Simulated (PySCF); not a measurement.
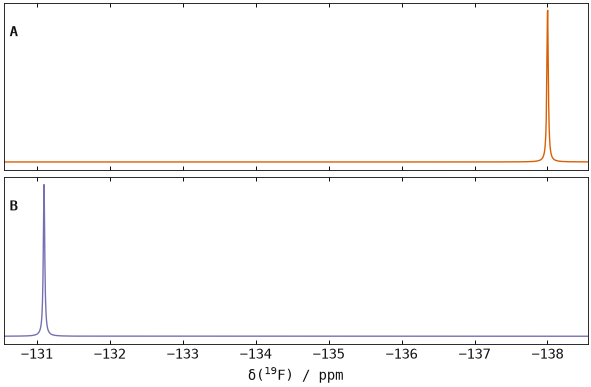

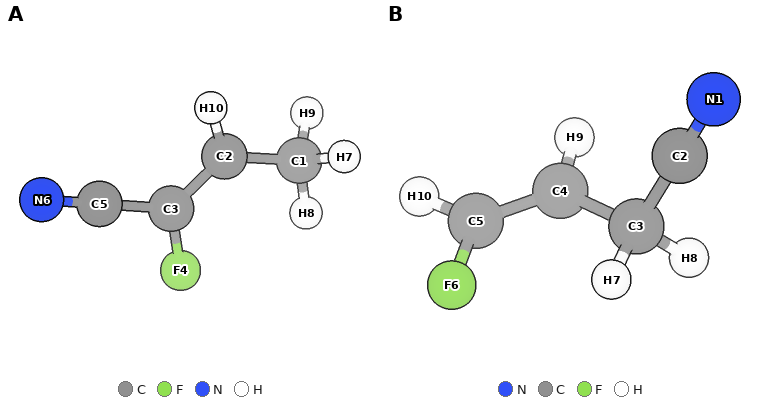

Related molecules: A is C₄H₄FN, SMILES C/C=C(\F)C#N; B is C₄H₄FN, SMILES N#CC/C=C\F. GIAO ¹⁹F shifts against CFCl₃ (¹⁹F: this reference is a hard case for the method, so all values can be off together by tens of ppm, and differences between signals are safer), PBE/pcSseg-2, PySCF, at a PBE0-D3(BJ)/def2-SVP geometry (no frequency check); fully decoupled, line heights follow the number of nuclei within a panel, widths are arbitrary (no quadrupolar broadening); values of one conformer, averaged over nuclei that symmetry, rotation about single bonds or inversion at nitrogen exchange, these motions taken as fast; other conformers aren't averaged in.

> How does the ¹⁹F shift respond?

From A (−138.0 ppm) to B (−131.1 ppm) the nucleus is deshielded by 6.9 ppm.
